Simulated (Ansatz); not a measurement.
# Run report: SnAsH₇S, single-point calculation

System: SnAsH₇S.
Method: RKS PBE0-D4/def2-TZVPP (Ansatz 0.2.0).

The geometry is a transition state. The reaction was set up to form Sn1–As7 and S2–H6 and to break Sn1–S2 and H6–As7 (atoms counted from 1 in the order of the input); sticks are drawn by distance alone. The geometry comes from this level: PBE0-D4/def2-TZVP.

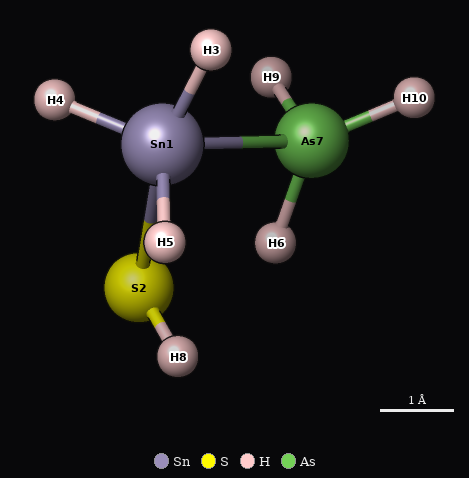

The structure as given in the input (ball-and-stick view, seen at a tilt; atoms are numbered from 1 in the order of the input). Sticks mark near contacts. Bond lengths as drawn: As–H 1.51 to 1.59 Å, As–Sn 2.72 Å, H–S 1.34 Å, H–Sn 1.70 to 1.74 Å and S–Sn 2.88 Å.

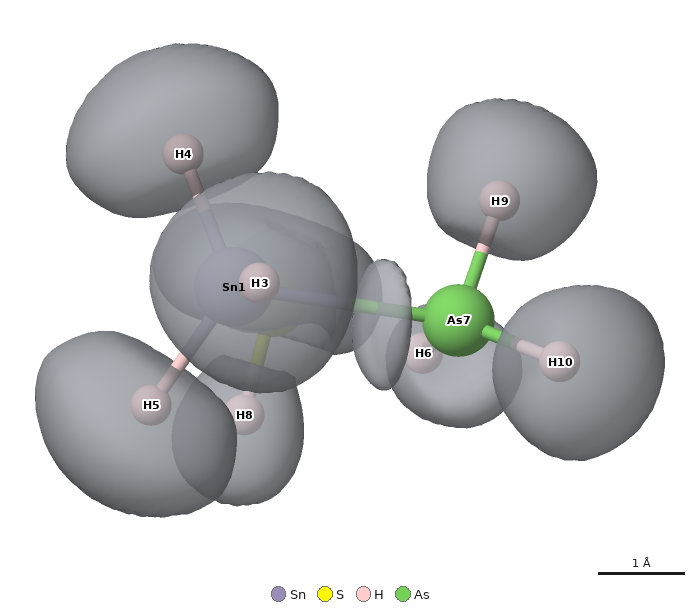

Isosurface of the ELF at 0.8 (grey), seen from the side. Only the valence region is drawn (cores and ρ < 0.01 e/Å³ removed). Along the contacts the grid gives the following. Sn–As (2.72 Å): the ELF peaks at about 0.85 between the atoms (a covalent bond). Sn–S (2.88 Å): the ELF peaks at about 0.90 in the valence shell of S, 0.9 Å from its nucleus, and drops to about 0.15 between the two atoms.

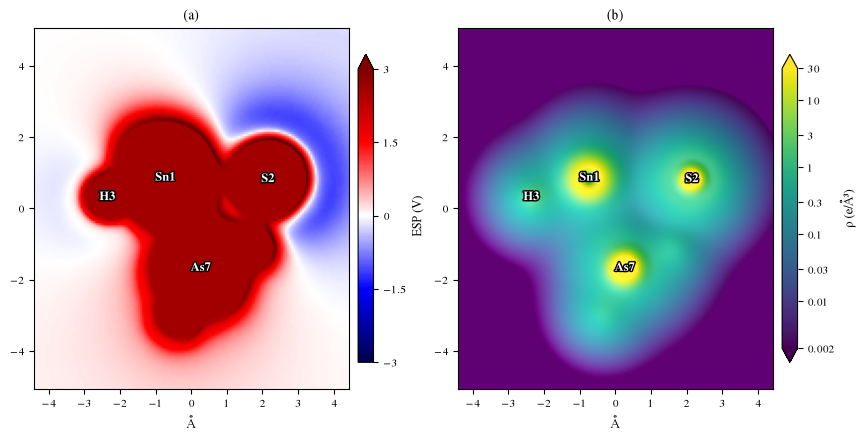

(a) electrostatic potential; (b) electron density on the plane of atoms H3, Sn1 and As7. The section cuts through Sn, S, H and As sites. Sn–As (2.72 Å): ρ at the midpoint is about 0.39 e/Å³. Sn–S (2.88 Å): ρ is about 0.27 e/Å³ halfway.

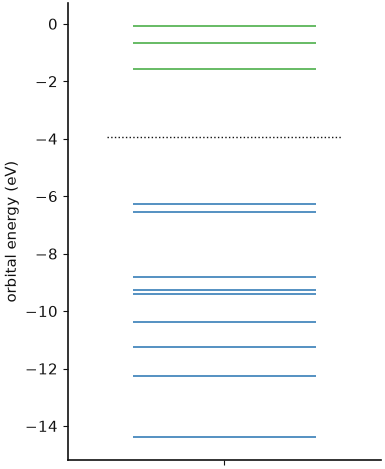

Orbital energies near the frontier; the dotted line parts filled from empty levels, and levels within 0.02 eV of each other stand side by side. Highest filled −6.29 eV, lowest empty −1.57 eV, 4.72 eV apart.

The input and output of the run follow.

The input
```yaml
crystal:
  periodic: [false, false, false]
  atoms:
    - {symbol: Sn, position_ang: [-0.746204, 0.432860, -1.073454]}
    - {symbol: S, position_ang: [-0.445420, 1.303780, 1.650997]}
    - {symbol: H, position_ang: [-0.578618, -0.505712, -2.530099]}
    - {symbol: H, position_ang: [-2.395651, 0.314825, -0.674180]}
    - {symbol: H, position_ang: [-0.047680, 1.934974, -1.463120]}
    - {symbol: H, position_ang: [0.964199, -0.093791, 1.499142]}
    - {symbol: As, position_ang: [0.893222, -1.199378, 0.352389]}
    - {symbol: H, position_ang: [0.510014, 2.172160, 1.281520]}
    - {symbol: H, position_ang: [-0.083111, -2.123335, 1.031204]}
    - {symbol: H, position_ang: [1.929249, -2.236286, -0.074300]}
basis:
  gaussian: {orbitals: def2-TZVPP}
hamiltonian: {xc: pbe0, dispersion: d4}
output: {orbitals: {seedname: orbitals}}
```

Launched with:
```bash
ansatz run in.yaml --threads 8 --pin off --events-out ev --progress --plain --max-ram 19148MiB
```

Log
```
Functional definition: PBE0
  name "PBE0"
  cite "Adamo & Barone, J. Chem. Phys. 110, 6158 (1999) doi:10.1063/1.478522"
  cite "Perdew, Burke & Ernzerhof, Phys. Rev. Lett. 77, 3865 (1996) doi:10.1103/PhysRevLett.77.3865"
  parent pbe
  parameter a = 0.25
  parameter kappa = 0.804
  parameter beta = 0.06672455060314922
  exchange = (1 - a)*pbe_x(kappa = kappa, mu = beta*pi^2/3) + a*exact_x
  correlation = pbe_c(beta = beta)
1612 factors; their error is unknown
mean field evaluation 1: about -77607.6673 eV, gradient 2.5e1 eV
mean field evaluation 2: about -77604.2608 eV, gradient 4.1e1 eV
mean field evaluation 4: about -77609.1827 eV, gradient 1.7e0 eV
mean field evaluation 8: about -77609.1902 eV, gradient 2.0e-2 eV
mean field evaluation 16: about -77609.5165 eV, gradient 1.3e-4 eV
mean field -77609.51649776 eV, -2852.0971256729 hartree, gradient 2.6e-5 eV, S^2 0.000000; 0 other end points of the search recorded, 0 dependent functions left out
reference -77609.51653579 eV, -2852.0971270706 hartree; 39, 39 occupied and 199, 199 virtual orbitals, 1612 factors
Total energy: -77609.74857345 eV, -2852.1056542975 hartree
```

Results in brief

- outcome: converged
- total energy: −77609.7486 eV
- mean-field energy: −77609.5165 eV
- dispersion energy: −0.2320 eV
- SCF solution under orbital rotations: stable
- HOMO: −6.29 eV
- LUMO: −1.57 eV
- hardware: 8 threads of Arm Neoverse V2, 23 GiB of memory available, shared host
- wall time: 2 s (CPU time 14 s)
- peak memory: 0.75 GiB
